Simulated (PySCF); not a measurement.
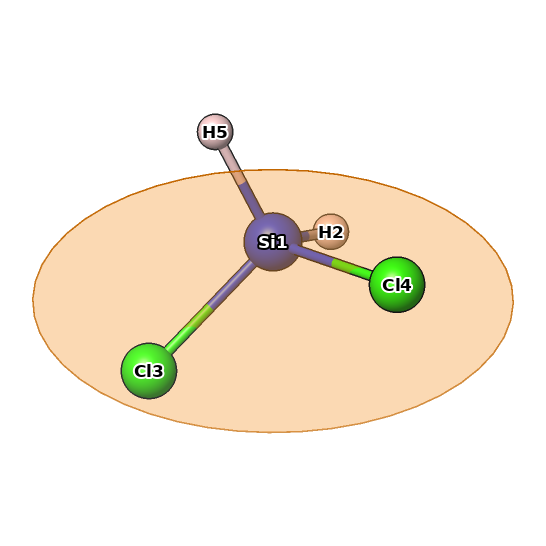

A disc through the centre of mass is drawn in. Depth is shown by fading: the farther an atom, the more it takes the colour of the background. Computed geometry: PBE0-D4/def2-TZVP optimisation. No frequency run is at hand to confirm it as a minimum.

> Is the plane of the disc a mirror plane of the structure?

No. The point group is C2v, with 1 C2 axis and 2 mirror planes, and this plane isn't one of its mirror planes.
